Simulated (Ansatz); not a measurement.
System: CH6BGaS (SMILES B[CH2][GaH][SH]).

Input file:

```
crystal:
  periodic: [false, false, false]
  atoms:
    - {symbol: C, position_ang: [0.055011, -2.677269, 0.549490]}
    - {symbol: B, position_ang: [0.726695, -1.394577, 1.029096]}
    - {symbol: Ga, position_ang: [0.900553, -2.902639, -1.267515]}
    - {symbol: S, position_ang: [0.663149, -1.305324, -2.785127]}
    - {symbol: H, position_ang: [0.298928, -3.613201, 1.072186]}
    - {symbol: H, position_ang: [-1.016438, -2.608646, 0.298889]}
    - {symbol: H, position_ang: [1.775039, -1.429861, 1.632112]}
    - {symbol: H, position_ang: [0.269422, -0.312037, 0.741679]}
    - {symbol: H, position_ang: [1.685632, -4.180433, -1.710173]}
    - {symbol: H, position_ang: [0.001941, -0.459182, -1.961454]}
basis:
  gaussian: {orbitals: def2-TZVPD}
hamiltonian: {xc: {name: PBE0}}
output: {forces: true, orbitals: {seedname: orbitals}}
```

Run with:

```sh
ansatz run input.yaml --threads 2 --pin off --max-ram 4350MiB --events-out events.jsonl --progress --plain --runs-dir runs
```

Geometry: B3LYP-D3(BJ)/def2-SVP.

Level of theory: isolated molecule in a Gaussian basis; Kohn-Sham density functional theory, functional PBE0 (Ansatz).

### What will maps of the electron density and electron localisation function show?

C–Ga (2.02 Å): ρ is about 0.67 e/Å³ halfway; the ELF peaks at about 0.85 in the valence shell of C, 0.8 Å from its nucleus, and is about 0.50 at the midpoint.
Ga–S (2.22 Å): ρ at the midpoint is about 0.68 e/Å³; the ELF peaks at about 0.85 in the valence shell of S, 0.9 Å from its nucleus, and is about 0.70 at the midpoint.
C–H (1.10 Å): the density is about 1.9 e/Å³ at the midpoint; the ELF climbs to about 1 towards the hydrogen, as it does in any bond to H (an ordinary covalent bond to hydrogen).
S–H (1.35 Å): ρ is about 1.5 e/Å³ halfway; the ELF climbs to about 1 towards the hydrogen.

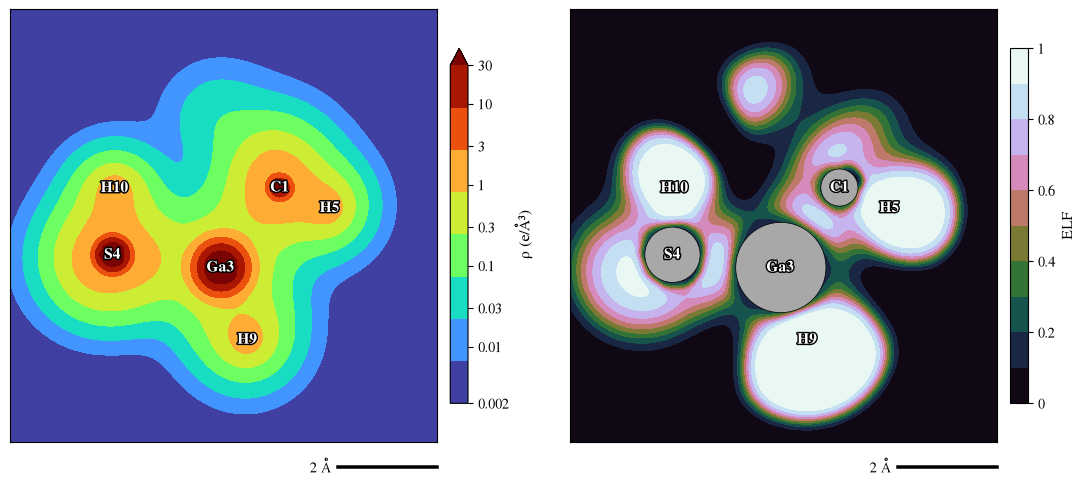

Computed electron density and electron localisation function on the plane of atoms Ga3, S4 and H10, in this order. Grey discs cover the atomic cores in the ELF map. 
